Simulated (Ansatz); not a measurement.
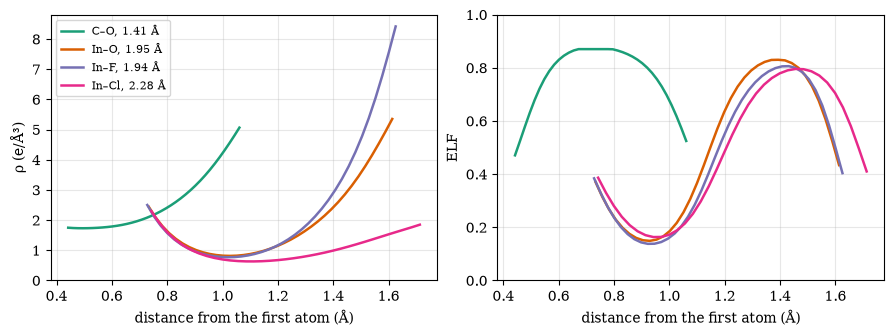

Figure 1: CH3ClFInO (SMILES C[O][In]([F])[Cl]). Electron density and ELF along straight lines between neighbouring atoms. The curves leave out the atomic cores.

Geometry: PBE0-D4/def2-TZVP; core potentials replace the inner electrons of In.

These are results of RKS PBE0-D4/def2-TZVPP (Ansatz), not measurements.

The calculation's input:

```
crystal:
  periodic: [false, false, false]
  atoms:
    - {symbol: C, position_ang: [-0.532272, -0.379153, 1.217436]}
    - {symbol: O, position_ang: [0.134123, 0.686478, 0.569258]}
    - {symbol: In, position_ang: [0.636138, 0.575038, -1.316882]}
    - {symbol: F, position_ang: [0.321051, -1.144495, -2.159218]}
    - {symbol: Cl, position_ang: [1.583977, 2.244214, -2.553708]}
    - {symbol: H, position_ang: [-0.296978, -0.318987, 2.284100]}
    - {symbol: H, position_ang: [-1.618612, -0.295192, 1.101482]}
    - {symbol: H, position_ang: [-0.227406, -1.367913, 0.857532]}
basis:
  gaussian: {orbitals: def2-TZVPP}
hamiltonian: {xc: pbe0, dispersion: d4}
output: {orbitals: {seedname: orbitals}}
```

Launched as:

```sh
ansatz run in.yaml --threads 4 --pin off --events-out ev --progress --plain --max-ram 10444MiB
```

Q: What can be read from the curves?

A: C–O (1.41 Å): ρ at the midpoint is about 2 e/Å³, with its minimum of 1.7 e/Å³ about 0.5 Å from C; the ELF peaks at about 0.85 between the atoms: a shared but strongly polarised pair.
In–O (1.95 Å): the density is about 0.84 e/Å³ at the midpoint; the ELF peaks at about 0.85 in the valence shell of O, 0.6 Å from its nucleus, and drops to about 0.15 between the two atoms.
In–F (1.94 Å): ρ at the midpoint is about 0.8 e/Å³; the ELF peaks at about 0.80 in the valence shell of F, 0.5 Å from its nucleus, and drops to about 0.15 between the two atoms.
In–Cl (2.28 Å): ρ is about 0.64 e/Å³ halfway; the ELF peaks at about 0.80 in the valence shell of Cl, 0.8 Å from its nucleus, and drops to about 0.15 between the two atoms.
